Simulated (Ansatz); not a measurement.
```xyz
8
charge 0, multiplicity 1
F    -2.0044    1.1174   -0.2311
Ge    0.0064    0.4494   -1.0623
Si    1.0597   -0.8263    0.6549
H    -0.3230   -0.3527   -2.3341
H     0.5060    1.7849   -1.6421
H     1.2557    0.0221    1.8572
H     2.3807   -1.2927    0.1560
H     0.2155   -1.9995    0.9931
```

Geometry: moved along internal coordinates away from the minimum.

Work out the structure from the coordinates.

Formula FGeH5Si. Judged by distances it falls into 2 fragments: F, GeH5Si. Coordination, clear cases only: 1 Si tetrahedral.

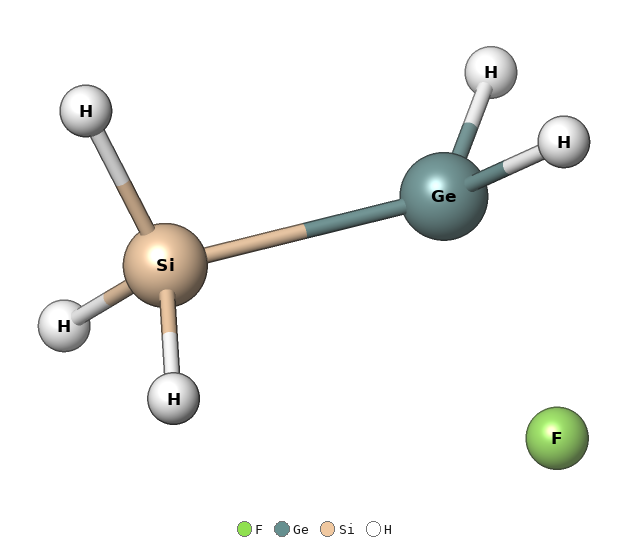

Source: calculation with Ansatz.
